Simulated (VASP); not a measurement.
Input:

```xyz
8
Lattice="0.0000 3.0974 3.0974 3.0974 0.0000 3.0974 12.5871 12.5871 -0.1976" Properties=species:S:1:pos:R:3 pbc="T T T"
Mg    12.4672    12.4672    -0.0777
Mg     3.1300     3.1300    -0.0326
Mg     9.4763     9.4763     6.0105
Te     1.5320     1.5320     1.5654
Te     4.7794     4.7794     1.4153
Te     8.0249     8.0249     1.2672
Te    10.8552    10.8552     1.5343
Be     9.4246     9.4246    -0.1325
```

Calculation: PBEsol GGA, VASP's PBE PAW potentials (set 64) (plane waves; VASP). Numerical set-up: 400 eV cut-off, 7×7×2 Γ-centred mesh, tetrahedra with Blöchl corrections, potentials Mg Te Be.

Unless said otherwise, spin-orbit coupling is left out, though it shifts the bands of the heavy elements here.

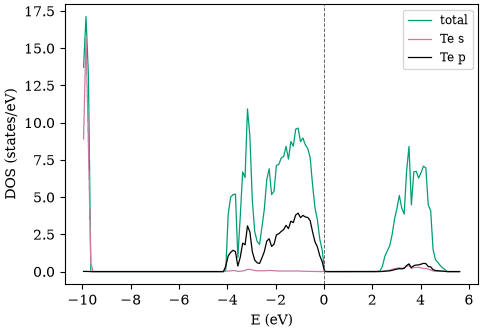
Figure. Total and projected density of states, zero at the valence-band maximum

Within 2 eV below the valence-band maximum the largest weight inside VASP's projection spheres is Te p.

The gap is direct, 2.15 eV, from the valence maximum at Γ to the conduction minimum at Γ.

The structure was generated: BeMg3Te4 was put into an ordered model structure (R3m), which need not be its known phase. It was relaxed first.
